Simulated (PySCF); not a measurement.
Consider C6H13FSi2.

Input file:

```
{"job": {"kind": "nmr", "xc": "PBE0", "basis": "pcSseg-1"}, "charge": 0, "multiplicity": 1}
C     -4.053154     1.078412    -0.612123
C     -2.773349     0.981338    -0.286234
Si    -1.675655    -0.490950    -0.705095
Si    -0.439793    -1.425658     1.049777
C      0.814048    -0.165140     0.283758
C      2.283708    -0.564859     0.222135
C      3.173812     0.535364    -0.348358
C      0.151072     0.075039    -1.091921
F      0.663998    -0.817321    -2.032379
H     -4.551409     0.306056    -1.175356
H     -4.661670     1.928157    -0.342158
H     -2.328086     1.787750     0.285280
H     -2.241578    -1.219715    -1.846101
H      0.027898    -2.809746     0.933627
H     -0.692966    -1.177006     2.475191
H      0.742730     0.781919     0.831555
H      2.620414    -0.817112     1.231541
H      2.383444    -1.461506    -0.392670
H      3.085335     1.446823     0.241272
H      2.891537     0.757585    -1.374414
H      4.216109     0.223297    -0.344196
H      0.353144     1.066661    -1.507413
```

Command:

```sh
OMP_NUM_THREADS=1 python probes_run.py task.json out
```

Geometry: GFN2-xTB.

These are results of PBE0/pcSseg-1, SCF density, gas phase, non-relativistic in PySCF, not measurements.

Q: What will maps of the electron density and electron localisation function show?

A: C–C (1.32 Å): ρ is about 2.3 e/Å³ halfway; the ELF peaks at about 0.95 between the atoms; a short, multiple covalent bond.
C–Si (1.88 Å): ρ at the midpoint is about 0.93 e/Å³; the ELF peaks at about 0.95 between the atoms, as expected for a covalent bond.
C–H (1.08 Å): ρ is about 2 e/Å³ halfway; the ELF climbs to about 1 towards the hydrogen, as it does in any bond to H; a covalent bond by its length.
C–C (1.52 Å): the density is about 1.6 e/Å³ at the midpoint; the ELF peaks at about 0.95 between the atoms, as expected for localised, covalent bonding.

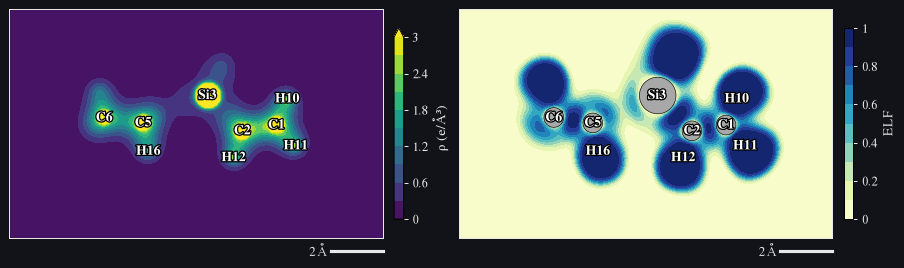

Computed electron density and electron localisation function on the plane of atoms C2, C1 and H11, in this order. Grey discs cover the atomic cores in the ELF map. 
